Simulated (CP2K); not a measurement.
# SiHOF2 (SMILES [O][SiH](F)F) at UPBE-D3(BJ)/SZV-MOLOPT-SR-GTH (core potential, ngrids 5)

What is the energy change on altering one bond length of SiHOF2 at UPBE-D3(BJ)/SZV-MOLOPT-SR-GTH (core potential, ngrids 5)? 

Program for the calculation: CP2K 2026.2.

## 1. The molecule

The species is SiHOF2 (5 atoms), meant as a doublet with charge 0. SMILES: `[O][SiH](F)F`. The shape is that of a GFN2-xTB optimisation.

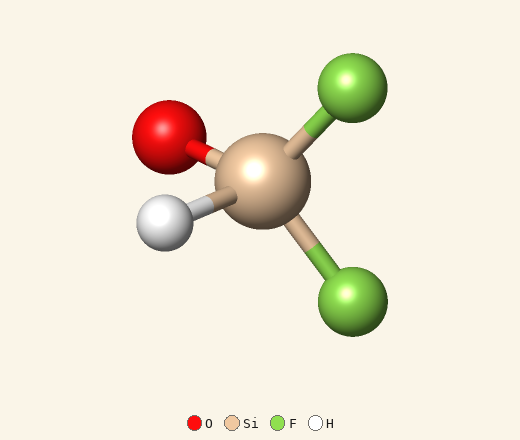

The structure, seen from a chosen angle (oxygen red, silicon light orange, fluorine green, hydrogen white).

## 2. A single-point energy at UPBE-D3(BJ)/SZV-MOLOPT-SR-GTH (core potential, ngrids 5)

File run.inp:

```
&GLOBAL
   PROJECT run
   RUN_TYPE ENERGY
   PRINT_LEVEL MEDIUM
&END GLOBAL

&FORCE_EVAL
   METHOD QS
   &DFT
      BASIS_SET_FILE_NAME BASIS_MOLOPT
      POTENTIAL_FILE_NAME GTH_POTENTIALS
      CHARGE 0
      MULTIPLICITY 2
      LSD T
      &QS
         METHOD GAPW_XC
         EPS_DEFAULT 1.0E-10
      &END QS
      &MGRID
         CUTOFF 280
         REL_CUTOFF 50
         NGRIDS 5
      &END MGRID
      &POISSON
         PERIODIC NONE
         POISSON_SOLVER WAVELET
      &END POISSON
      &SCF
         SCF_GUESS ATOMIC
         EPS_SCF 5.0E-07
         MAX_SCF 30
         &OT ON
            MINIMIZER DIIS
            PRECONDITIONER FULL_SINGLE_INVERSE
         &END OT
         &OUTER_SCF
            EPS_SCF 5.0E-07
            MAX_SCF 5
         &END OUTER_SCF
      &END SCF
      ! functional
      &XC
         &XC_FUNCTIONAL PBE
         &END XC_FUNCTIONAL
         &VDW_POTENTIAL
            POTENTIAL_TYPE PAIR_POTENTIAL
            &PAIR_POTENTIAL
               TYPE DFTD3(BJ)
               PARAMETER_FILE_NAME dftd3.dat
               REFERENCE_FUNCTIONAL PBE
               R_CUTOFF 15
            &END PAIR_POTENTIAL
         &END VDW_POTENTIAL
      &END XC
      &PRINT
         &MOMENTS
            PERIODIC F
            REFERENCE COM
            MAX_MOMENT 1
         &END MOMENTS
         &MO_CUBES
            NLUMO 5
            NHOMO -1
            WRITE_CUBE F
         &END MO_CUBES
         &HIRSHFELD OFF
         &END HIRSHFELD
      &END PRINT
   &END DFT
   &SUBSYS
      &CELL
         ABC [angstrom] 9.7 9.7 9.7
         PERIODIC NONE
      &END CELL
      &COORD
         O     -0.643630     0.351360     1.441190
         Si    -0.090370    -0.061670     0.077050
         F      0.844820    -1.326180    -0.155780
         F     -0.949550    -0.075860    -1.260960
         H      0.838730     1.112360    -0.101500
      &END COORD
      &TOPOLOGY
         &CENTER_COORDINATES
         &END CENTER_COORDINATES
      &END TOPOLOGY
      &KIND O
         BASIS_SET SZV-MOLOPT-SR-GTH-q6
         POTENTIAL GTH-PBE-q6
      &END KIND
      &KIND Si
         BASIS_SET SZV-MOLOPT-SR-GTH-q4
         POTENTIAL GTH-PBE-q4
      &END KIND
      &KIND F
         BASIS_SET SZV-MOLOPT-SR-GTH-q7
         POTENTIAL GTH-PBE-q7
      &END KIND
      &KIND H
         BASIS_SET SZV-MOLOPT-SR-GTH-q1
         POTENTIAL GTH-PBE-q1
      &END KIND
   &END SUBSYS
&END FORCE_EVAL
```

On the command line:

```console
OMP_NUM_THREADS=1 cp2k.psmp -i run.inp -o run.out
```

Log:

```text
CP2K| version string:                                       CP2K version 2026.2
[...]
 GLOBAL| Method name                                                        CP2K
[...]
 GLOBAL| Run type                                                         ENERGY
[...]
 DFT| Spin unrestricted (spin-polarized) Kohn-Sham calculation               UKS
 DFT| Multiplicity                                                             2
[...]
 DFT| Charge                                                                   0
[...]
 FUNCTIONAL| PBE:
[...]
 QS| Method:                                                             GAPW_XC
[...]
 QS| Density cutoff [a.u.]:                                                140.0
[...]
 QS| Relative density cutoff [a.u.]:                                        25.0
[...]
                             - Atoms:                                          5
[...]
                             - Spherical basis functions:                     17
[...]
 Number of electrons:                                                         13
[...]
     1 OT DIIS     0.80E-01    1.2     0.13849246       -67.6513785766 -6.77E+01
[...]
     5 OT DIIS     0.80E-01    1.1     0.00000046       -68.7829116415 -8.74E-11
  *** SCF run converged in     5 steps ***
[...]
  Overlap energy of the core charge distribution:               0.00000009991216
  Self energy of the core charge distribution:               -181.81953891073496
  Core Hamiltonian energy:                                     52.40171993838169
  Hartree energy:                                              75.25552805046769
  Exchange-correlation energy:                                -12.61834475341964
  Dispersion energy:                                           -0.00240709885718
[...]
                     Mulliken Population Analysis
 #  Atom  Element  Kind  Atomic population (alpha,beta) Net charge  Spin moment
       1     O        1         3.675027     2.874985    -0.550012     0.800042
       2     Si       2         1.235406     1.302184     1.462410    -0.066778
       3     F        3         3.758162     3.737542    -0.495703     0.020620
       4     F        3         3.758029     3.737404    -0.495432     0.020625
       5     H        4         0.573377     0.347885     0.078738     0.225491
 # Total charge and spin       13.000000    12.000000    -0.000000     1.000000
[...]
  Dipole moment [Debye]
    X=  0.6229643E+00 Y=  0.9067500E+00 Z=  0.1599838E-01  Total=      1.1002437
[...]
 HOMO - LUMO gap [eV] :    1.530434
 ENERGY| Total FORCE_EVAL ( QS ) energy [hartree]            -68.782911641487715
[...]
```

It took 39 s on 1 thread of Intel Xeon 6975P-C (Granite Rapids), shared host; peak memory 0.68 GiB.

## 3. The distorted shape, same level

File calc.inp:

```
&GLOBAL
 PROJECT_NAME calc
 RUN_TYPE ENERGY
 PRINT_LEVEL MEDIUM
&END GLOBAL

&FORCE_EVAL
 METHOD QS
 &DFT
  BASIS_SET_FILE_NAME BASIS_MOLOPT
  POTENTIAL_FILE_NAME GTH_POTENTIALS
  CHARGE 0
  MULTIPLICITY 2
  LSD T
  &QS
   METHOD GAPW_XC
   EPS_DEFAULT 1.0E-10
  &END QS
  &MGRID
   CUTOFF 280
   REL_CUTOFF 50
   NGRIDS 5
  &END MGRID
  &POISSON
   PERIODIC NONE
   POISSON_SOLVER WAVELET
  &END POISSON
  &SCF
   SCF_GUESS ATOMIC
   EPS_SCF 5.0E-07
   MAX_SCF 30
   &OT ON
    MINIMIZER DIIS
    PRECONDITIONER FULL_SINGLE_INVERSE
   &END OT
   &OUTER_SCF
    EPS_SCF 5.0E-07
    MAX_SCF 5
   &END OUTER_SCF
  &END SCF
  &XC
   &XC_FUNCTIONAL PBE
   &END XC_FUNCTIONAL
   &VDW_POTENTIAL
    POTENTIAL_TYPE PAIR_POTENTIAL
    &PAIR_POTENTIAL
     TYPE DFTD3(BJ)
     PARAMETER_FILE_NAME dftd3.dat
     REFERENCE_FUNCTIONAL PBE
     R_CUTOFF 15
    &END PAIR_POTENTIAL
   &END VDW_POTENTIAL
  &END XC
  &PRINT
   &MOMENTS
    PERIODIC F
    REFERENCE COM
    MAX_MOMENT 1
   &END MOMENTS
   &MO_CUBES
    NLUMO 5
    NHOMO -1
    WRITE_CUBE F
   &END MO_CUBES
   &HIRSHFELD OFF
   &END HIRSHFELD
  &END PRINT
 &END DFT
 &SUBSYS
  &CELL
   ABC [angstrom] 9.6 9.6 9.6
   PERIODIC NONE
  &END CELL
  &COORD
   O     -0.729526     0.349941     1.307423
   Si    -0.176266    -0.063089    -0.056717
   F      0.758924    -1.327599    -0.289547
   F     -0.949550    -0.075860    -1.260960
   H      0.752834     1.110941    -0.235267
  &END COORD
  &TOPOLOGY
   &CENTER_COORDINATES
   &END CENTER_COORDINATES
  &END TOPOLOGY
  &KIND O
   BASIS_SET SZV-MOLOPT-SR-GTH-q6
   POTENTIAL GTH-PBE-q6
  &END KIND
  &KIND Si
   BASIS_SET SZV-MOLOPT-SR-GTH-q4
   POTENTIAL GTH-PBE-q4
  &END KIND
  &KIND F
   BASIS_SET SZV-MOLOPT-SR-GTH-q7
   POTENTIAL GTH-PBE-q7
  &END KIND
  &KIND H
   BASIS_SET SZV-MOLOPT-SR-GTH-q1
   POTENTIAL GTH-PBE-q1
  &END KIND
 &END SUBSYS
&END FORCE_EVAL
```

On the command line:

```console
OMP_NUM_THREADS=1 cp2k.psmp -i calc.inp -o calc.out
```

Log:

```text
CP2K| version string:                                       CP2K version 2026.2
[...]
 GLOBAL| Method name                                                        CP2K
[...]
 GLOBAL| Run type                                                         ENERGY
[...]
 DFT| Spin unrestricted (spin-polarized) Kohn-Sham calculation               UKS
 DFT| Multiplicity                                                             2
[...]
 DFT| Charge                                                                   0
[...]
 FUNCTIONAL| PBE:
[...]
 QS| Method:                                                             GAPW_XC
[...]
 QS| Density cutoff [a.u.]:                                                140.0
[...]
 QS| Relative density cutoff [a.u.]:                                        25.0
[...]
                             - Atoms:                                          5
[...]
                             - Spherical basis functions:                     17
[...]
 Number of electrons:                                                         13
[...]
     1 OT DIIS     0.80E-01    1.2     0.13804993       -67.5762131585 -6.76E+01
[...]
    10 OT DIIS     0.80E-01    1.0     0.00000043       -68.7235192749 -2.72E-11
  *** SCF run converged in    10 steps ***
[...]
  Overlap energy of the core charge distribution:               0.00000043696665
  Self energy of the core charge distribution:               -181.81953891073496
  Core Hamiltonian energy:                                     52.80372303355191
  Hartree energy:                                              74.99049723118715
  Exchange-correlation energy:                                -12.65840720278822
  Dispersion energy:                                           -0.00242814656403
[...]
                     Mulliken Population Analysis
 #  Atom  Element  Kind  Atomic population (alpha,beta) Net charge  Spin moment
       1     O        1         3.680563     2.878533    -0.559096     0.802031
       2     Si       2         1.192266     1.254966     1.552768    -0.062700
       3     F        3         3.763278     3.741553    -0.504831     0.021725
       4     F        3         3.782090     3.772718    -0.554808     0.009372
       5     H        4         0.581803     0.352230     0.065967     0.229573
 # Total charge and spin       13.000000    12.000000    -0.000000     1.000000
[...]
  Dipole moment [Debye]
    X=  0.3593980E+00 Y=  0.8815746E+00 Z= -0.2980190E+00  Total=      0.9975751
[...]
 HOMO - LUMO gap [eV] :    1.573690
 ENERGY| Total FORCE_EVAL ( QS ) energy [hartree]            -68.723519274894215
[...]
```

It took 46 s on 1 thread of Intel Xeon 6975P-C (Granite Rapids), shared host; peak memory 0.69 GiB.

## 4. Summary of results

Level: UPBE-D3(BJ)/SZV-MOLOPT-SR-GTH (core potential, ngrids 5).

| quantity | value |
| --- | --- |
| first shape: total energy | -68.78291 Eh |
| first shape: dipole moment | 1.10 D |
| first shape: HOMO energy (highest over α and β) | -8.27 eV |
| first shape: LUMO energy (lowest over α and β) | -6.74 eV |
| first shape: dispersion energy | -6.32 kJ/mol |
| first shape: ⟨S²⟩ | 0.753 |
| distorted shape: total energy | -68.72352 Eh |
| distorted shape: dipole moment | 1.00 D |
| distorted shape: HOMO energy (highest over α and β) | -8.12 eV |
| distorted shape: LUMO energy (lowest over α and β) | -6.55 eV |
| distorted shape: dispersion energy | -6.38 kJ/mol |
| distorted shape: ⟨S²⟩ | 0.753 |
| energy change with the Si2–F4 bond shortened from 1.590 to 1.431 Å | 1.616 eV |

**Reading.** With the Si2–F4 bond shortened from 1.590 to 1.431 Å the energy rises by 1.62 eV (37 kcal/mol). The first shape isn't relaxed at this level, so the change isn't measured from a minimum. The minimal basis adds a large error of its own.
